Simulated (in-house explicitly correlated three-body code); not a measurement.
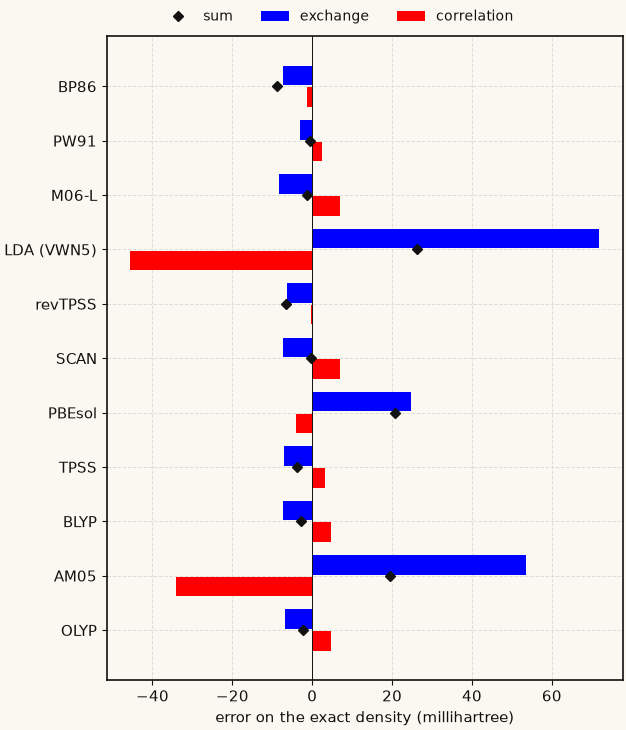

Two electrons around a point charge Z = 1.25. Computed variationally in 260 exponentially correlated functions with an in-house code, non-relativistic, converged to about 10⁻⁷ hartree. The exact exchange and correlation energies are −550.0 and −40.48 millihartree. The plot shows the errors of AM05, BLYP, BP86, LDA (VWN5), M06-L, OLYP, PBEsol, PW91, SCAN, TPSS and revTPSS, evaluated on the exact density.

> Rank the functionals.

By the size of the summed error (millihartree): SCAN −0.20, PW91 −0.68, M06-L −1.3, OLYP −2.2, BLYP −2.8, TPSS −3.9, revTPSS −6.7, BP86 −8.7, AM05 +19, PBEsol +21, LDA (VWN5) +26. Errors of exchange and correlation cancel by a quarter or more for SCAN (−7.2 and +7.0), PW91 (−3.2 and +2.5), M06-L (−8.3 and +7.0), OLYP (−6.8 and +4.6), BLYP (−7.4 and +4.6), TPSS (−7.2 and +3.2), AM05 (+54 and −34) and LDA (VWN5) (+72 and −46).
